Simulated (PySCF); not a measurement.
**C$_{5}$H$_{10}$Si: density, localisation and related maps**

```xyz
16

C     3.1381   -0.1106    0.5461
C     2.0416   -0.4570    0.2140
C     0.6955   -0.8460   -0.1529
C    -0.3562    0.0301    0.5459
C    -0.2355    1.4774    0.0751
Si   -2.1157   -0.6546    0.2634
H     4.1063    0.1815    0.8244
H     0.5515   -1.8961    0.1199
H     0.5858   -0.7610   -1.2384
H    -0.1375    0.0095    1.6204
H    -0.4534    1.5579   -0.9889
H     0.7737    1.8520    0.2432
H    -0.9333    2.1156    0.6132
H    -3.0812    0.2089    0.9436
H    -2.3974   -0.6834   -1.1742
H    -2.1898   -2.0153    0.8010
```

Geometry: GFN2-xTB.

Computed with PBE0/pcSseg-1, SCF density, gas phase, non-relativistic (PySCF).

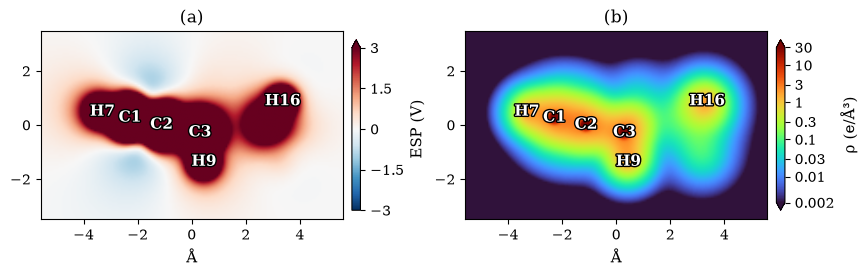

Figure 1. (a) molecular electrostatic potential; (b) electron density on the plane of atoms C2, C3 and H9.

Describe what can be read from this map.

The section cuts through C and H sites.
C–C (1.20 Å): ρ at the midpoint is about 2.8 e/Å³.
C–H (1.05 Å): the density is about 2.1 e/Å³ at the midpoint.
Outside the dense part of the molecule the potential is most negative (−1.0 V) near C1.

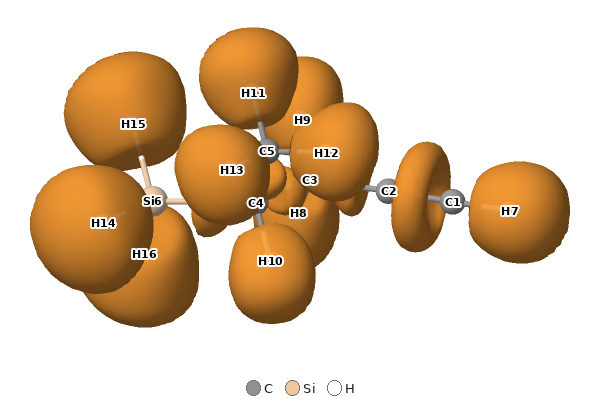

Figure 2. Isosurface of the ELF at 0.8 (orange), seen from one side. Only the valence region is drawn (cores and ρ < 0.01 e/Å³ removed).

Describe the localisation domains.

At this value the surface marks out four regions between bonded C–C atoms (shared pairs), one region between bonded C–Si atoms (shared pairs) and ten regions around hydrogen nuclei.


C–C (1.20 Å): the ELF peaks at about 0.85 between the atoms: a short, multiple covalent bond. C–Si (1.91 Å): the ELF peaks at about 0.95 between the atoms, as expected for a shared electron pair.

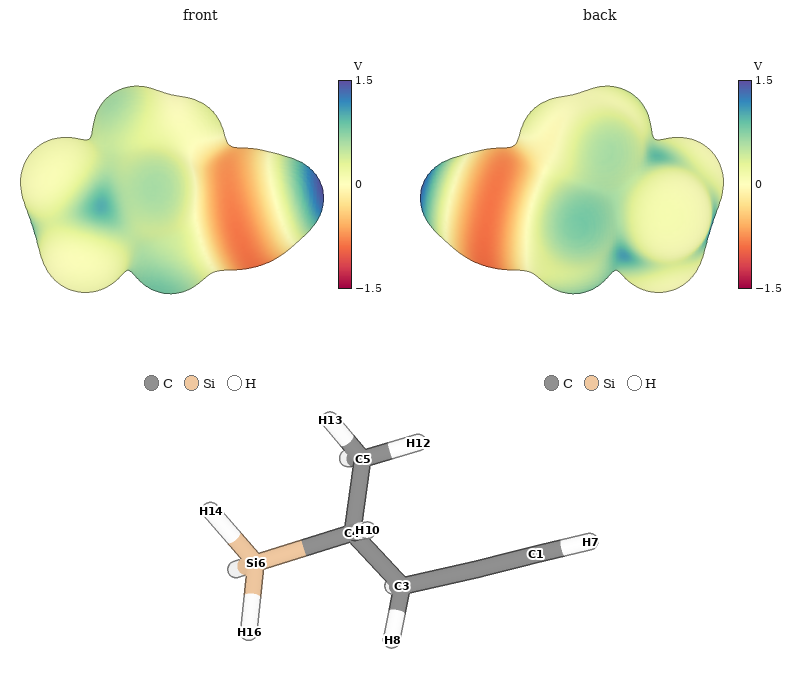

Figure 3. The electrostatic potential painted on the density surface at 0.002 e/bohr³, seen from the front and from behind; the colour scale runs from red (negative) to blue (positive). The bare structure is drawn below in the same view.

Where is the surface potential most negative and most positive?

The most negative region (about −0.9 V) lies over C1 and C2, the most positive (about +1.4 V) over H7.
